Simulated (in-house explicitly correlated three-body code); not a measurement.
Two electrons around a point charge Z = 2.18. Computed variationally in 260 exponentially correlated functions with an in-house code, non-relativistic, converged to about 10⁻⁷ hartree. The exact exchange and correlation energies are −1137 and −42.44 millihartree. Wanted, and plotted below: the errors of AM05, BLYP, BP86, PBE, PW91 and SCAN, evaluated on the exact density.

By the size of the summed error (millihartree): BP86 −0.58, SCAN −1.1, BLYP −1.4, PW91 +6.2, PBE +14, AM05 +61. Errors of exchange and correlation cancel by a quarter or more for SCAN (−5.0 and +3.9), PW91 (+11 and −4.4) and AM05 (+121 and −60).

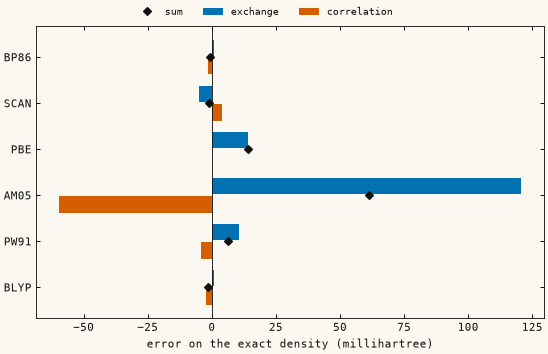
